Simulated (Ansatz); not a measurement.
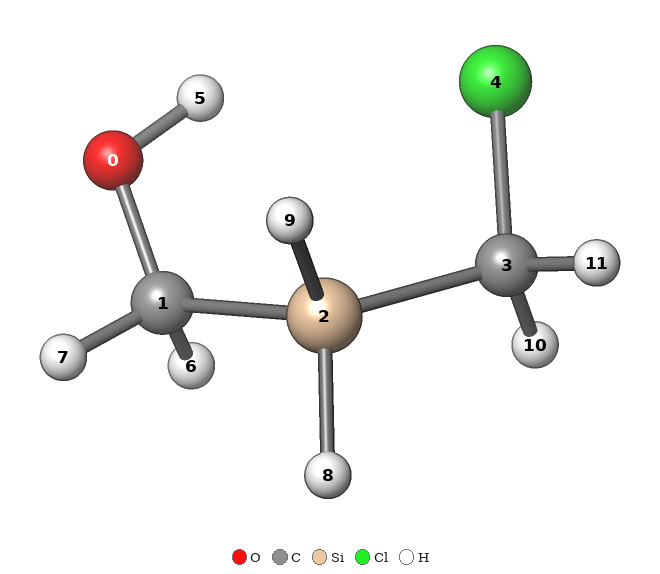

The structure as it stands in the input. Atoms are numbered from 0, in the order of the input.

The calculation was set up as follows.

```yaml
crystal:
  periodic: [false, false, false]
  atoms:
    - {symbol: O, position_ang: [-0.961300, 1.230500, 1.521600]}
    - {symbol: C, position_ang: [-0.421600, -0.026700, 1.388900]}
    - {symbol: Si, position_ang: [0.840000, -0.290700, 0.039800]}
    - {symbol: C, position_ang: [0.185000, -0.315300, -1.631400]}
    - {symbol: Cl, position_ang: [-0.826500, 1.154100, -1.912800]}
    - {symbol: H, position_ang: [-1.394500, 1.531700, 0.644800]}
    - {symbol: H, position_ang: [-1.207700, -0.739100, 1.259900]}
    - {symbol: H, position_ang: [0.078700, -0.226900, 2.352800]}
    - {symbol: H, position_ang: [1.554300, -1.578600, 0.336000]}
    - {symbol: H, position_ang: [1.929300, 0.756500, 0.155900]}
    - {symbol: H, position_ang: [-0.584300, -1.170000, -1.722400]}
    - {symbol: H, position_ang: [0.885500, -0.380500, -2.399000]}
basis:
  gaussian: {orbitals: def2-SVP}
hamiltonian: {xc: pbe, dispersion: d4}
relax: {f_tol: 0.03, max_steps: 200}
```

What the program printed (its end):

```
mean field -24611.03954541 eV, -904.4390213319 hartree, gradient 2.1e-5 eV, S^2 0.000000; 1 other end points of the search recorded, 0 dependent functions left out
the calculation of the forces begins
reference -24611.03958023 eV, -904.4390226118 hartree; 29, 29 occupied and 84, 84 virtual orbitals, 1256 factors
Total energy: -24611.31485563 eV, -904.4491387960 hartree
Atom 0 at    -0.985314     1.282804     1.408857 Å, force     0.011665     0.012965     0.000969 eV/Å
Atom 1 at    -0.437131    -0.024502     1.431306 Å, force     0.006575    -0.029549     0.013164 eV/Å
Atom 2 at     0.924847    -0.306796     0.119775 Å, force    -0.012798     0.000371    -0.005574 eV/Å
Atom 3 at     0.113654    -0.299652    -1.611494 Å, force    -0.010675     0.019215    -0.007326 eV/Å
Atom 4 at    -0.888361     1.206394    -1.839927 Å, force     0.010047    -0.026158    -0.001315 eV/Å
Atom 5 at    -1.270299     1.457673     0.488844 Å, force    -0.006148    -0.001118    -0.006857 eV/Å
Atom 6 at    -1.210656    -0.831661     1.326669 Å, force     0.003905     0.012265    -0.000584 eV/Å
Atom 7 at     0.012356    -0.182122     2.436778 Å, force    -0.007302     0.002469    -0.000522 eV/Å
Atom 8 at     1.580038    -1.656584     0.289334 Å, force     0.001443     0.002882    -0.005241 eV/Å
Atom 9 at     1.958464     0.782024     0.163385 Å, force     0.001458     0.000360     0.003362 eV/Å
Atom 10 at    -0.571974    -1.161155    -1.741522 Å, force     0.002614     0.002803    -0.000561 eV/Å
Atom 11 at     0.851275    -0.321423    -2.437905 Å, force    -0.000786     0.003493     0.010485 eV/Å
Dipole moment:     0.112234    -0.426206    -0.245192 e Å
```
